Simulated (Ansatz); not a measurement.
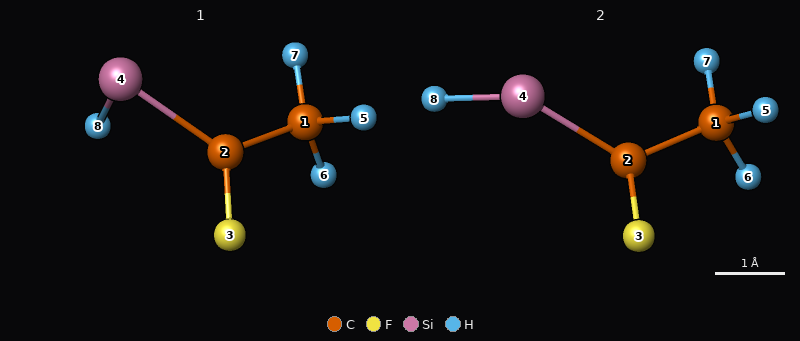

Two geometries of C₂H₄FSi (charge +1), drawn at one scale. One is the start of a relaxation, the other its converged end. Style: ball-and-stick. Shown at a tilt.

The calculation used RKS PBE0-D4/def2-TZVP (Ansatz 0.2.0). (force threshold 0.005 eV/Å; at most 200 steps)

Which of the two is the end point?

Answer. Structure 1 is the relaxed one. The energy falls by 51.4 kJ/mol in 19 accepted moves (21 points after the start). The largest force component goes from 1.2 to 0.0021 eV/Å. The line search rejected the trial steps at points 12, 20 of the run. The largest move after the best rigid fit is that of H8, 1.06 Å. By element the largest moves are H 1.06 Å, Si 0.38 Å, C 0.29 Å, F 0.13 Å. Among the contacts that change: Si4–H8 1.454 → 1.539 Å, C2–Si4 1.826 → 1.892 Å, C2–F3 1.330 → 1.286 Å, C1–C2 1.473 → 1.454 Å. Among the angles between lasting bonds that change: C2–Si4–H8 129.2° → 75.4°, F3–C2–Si4 113.8° → 119.4°, C2–C1–H5 112.2° → 107.2°. The run took 47 s on 2 threads of Intel Xeon Platinum 8488C, on a shared host.
